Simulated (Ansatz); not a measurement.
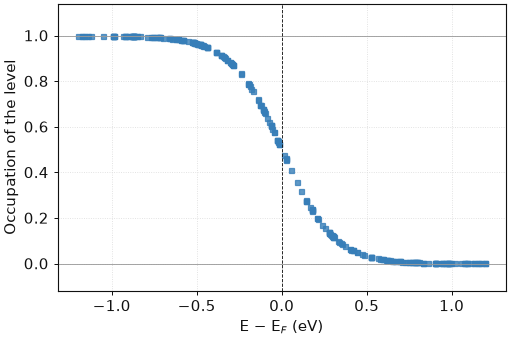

Occupations of the one-electron levels of the k mesh against their energy, from a run on NiO, space group Fm-3m (No. 225), 4 atoms in the cell, with Ansatz.

Question: Name the smearing function and its width.

Answer: Fermi-Dirac smearing with a width of 0.15 eV. The occupations stay between 0 and 1 and have long exponential tails; the slope at the Fermi level is 1/(4 × width).
